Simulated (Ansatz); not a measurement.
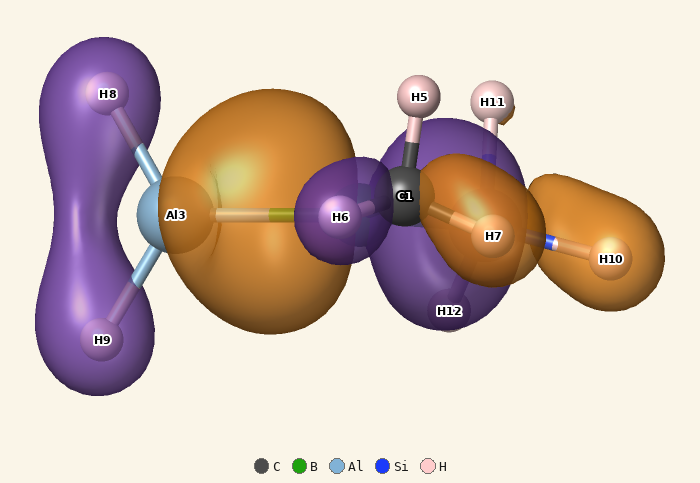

Figure. CH8AlBSi. The HOMO at ±0.1 Å⁻³ᐟ² (orange and purple are the two phases), seen from one side.

Theory: RKS r2SCANh-D4/6-31G* in Ansatz.

The calculation's input:

```
crystal:
  periodic: [false, false, false]
  atoms:
    - { symbol: C, position_ang: [-0.3533, 1.5863, -0.1081] }
    - { symbol: B, position_ang: [-0.0479, 0.0935, 0.0792] }
    - { symbol: Al, position_ang: [-0.1164, -0.7334, 1.9564] }
    - { symbol: Si, position_ang: [0.5074, -1.0109, -1.438] }
    - { symbol: H, position_ang: [-1.08173, 0.56291, -0.20319] }
    - { symbol: H, position_ang: [-1.4358, 1.8346, 0.235] }
    - { symbol: H, position_ang: [-0.304, 1.9107, -1.188] }
    - { symbol: H, position_ang: [0.3149, -2.261, 2.1606] }
    - { symbol: H, position_ang: [-0.4698, 0.1845, 3.2706] }
    - { symbol: H, position_ang: [0.3983, -0.2246, -2.6469] }
    - { symbol: H, position_ang: [-0.5326, -2.1337, -1.5156] }
    - { symbol: H, position_ang: [1.8074, -1.5484, -1.2177] }
basis:
  gaussian: { orbitals: "6-31G*" }
hamiltonian:
  xc: r2scanh
  dispersion: d4
relax:
  f_tol: 0.02
  max_steps: 50
output:
  orbitals: {}
```

Run with:

```sh
ansatz run input.yaml --threads 2 --pin off --max-ram 3072MiB --backend cpu --events-out ev --progress --plain --runs-dir out
```

The fields are those of the relaxed geometry.

**What is the character of this orbital?**

It lies mainly on B2 (about 35 %), Al3 (about 25 %), Si4 (about 15 %) and C1 (about 5 %). Its energy is −6.25 eV.
